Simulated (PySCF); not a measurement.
## Electronic structure of C₃H₈O₂Si₂ (SMILES COC1=CO[SiH2][SiH2]1) in real space

```csv
atom,x (Å),y (Å),z (Å)
C,-2.5807,0.6491,0.2917
O,-1.4226,0.2923,1.0054
C,-0.2559,0.1579,0.3036
C,-0.0990,0.3323,-1.0111
O,1.1121,0.1741,-1.6159
Si,2.4505,-0.2443,-0.7449
Si,1.3077,-0.3203,1.2610
H,-3.3811,0.7037,1.0281
H,-2.4636,1.6228,-0.1959
H,-2.8290,-0.1024,-0.4653
H,-0.8697,0.6056,-1.7188
H,3.4071,0.8322,-1.0034
H,2.9198,-1.4829,-1.3663
H,1.1091,-1.6135,1.9234
H,1.5908,0.6890,2.2866
```

Geometry: GFN2-xTB.

Level of theory: PBE0/pcSseg-1, SCF density, gas phase, non-relativistic in PySCF.

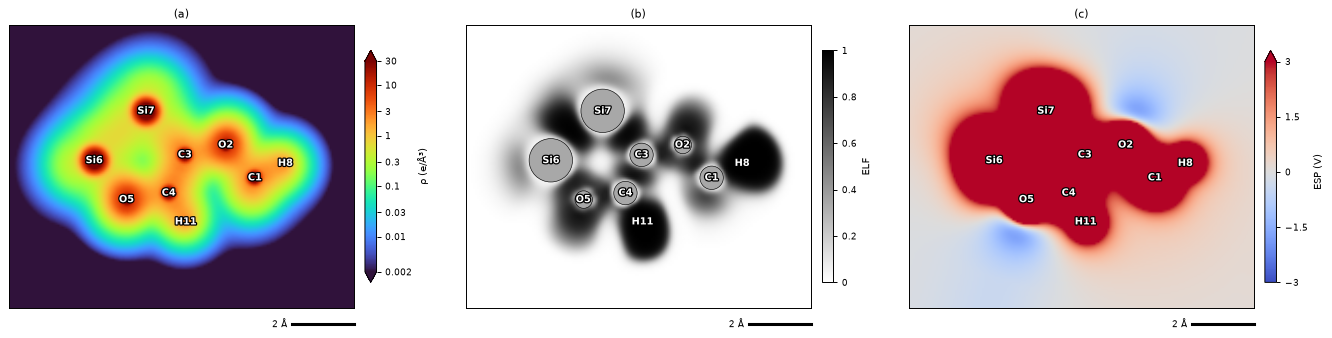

Figure 1. (a) electron density; (b) ELF; (c) molecular electrostatic potential on the plane of atoms O5, C4 and H11. Grey discs cover the atomic cores in the ELF map.

Question: Read the bonding off the picture.

Answer: The section cuts through C, O, Si and H sites.
C–C (1.34 Å): the density is about 2.3 e/Å³ at the midpoint; the ELF peaks at about 0.95 between the atoms: a short, multiple covalent bond.
C–O (1.36 Å): ρ at the midpoint is about 2.2 e/Å³, with its minimum of 1.9 e/Å³ about 0.5 Å from C; the ELF peaks at about 0.85 between the atoms; a polar covalent bond.
Si–O (1.65 Å): ρ at the midpoint is about 1.1 e/Å³; the ELF peaks at about 0.85 between the atoms (a polar covalent bond).
C–Si (1.89 Å): ρ is about 0.92 e/Å³ halfway; the ELF peaks at about 0.95 between the atoms (localised, covalent bonding).
Si–Si (2.31 Å): ρ at the midpoint is about 0.66 e/Å³; the ELF peaks at about 1 between the atoms, as expected for a shared electron pair.
The ELF also peaks beside O5 and O2, away from the bonds: lone-pair regions.
Outside the dense part of the molecule the potential is most negative (−1.7 V) near O5.

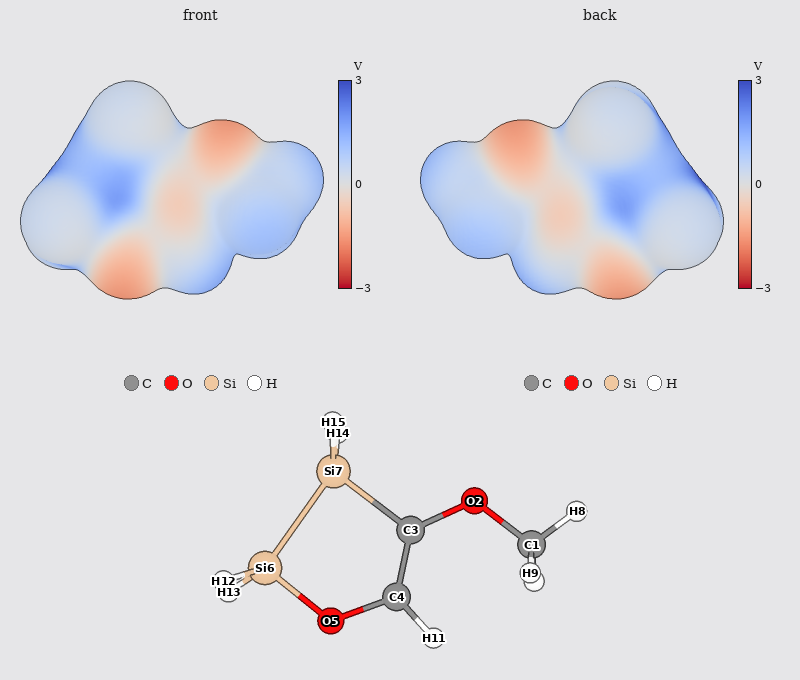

Figure 2. The molecular electrostatic potential painted on the density surface at 0.004 e/bohr³, seen from the front and from behind; red is negative and blue positive. The bare structure is drawn below in the same view.

Question: Where is the surface potential most negative and most positive?

Answer: The most negative region (about −1.4 V, or −32 kcal/mol for a unit charge) lies over O2 and O5, the most positive (about +2.5 V, or +58 kcal/mol for a unit charge) over Si6.

Question: How polar is the molecule by this calculation?

Answer: Its dipole moment is 0.38 D.
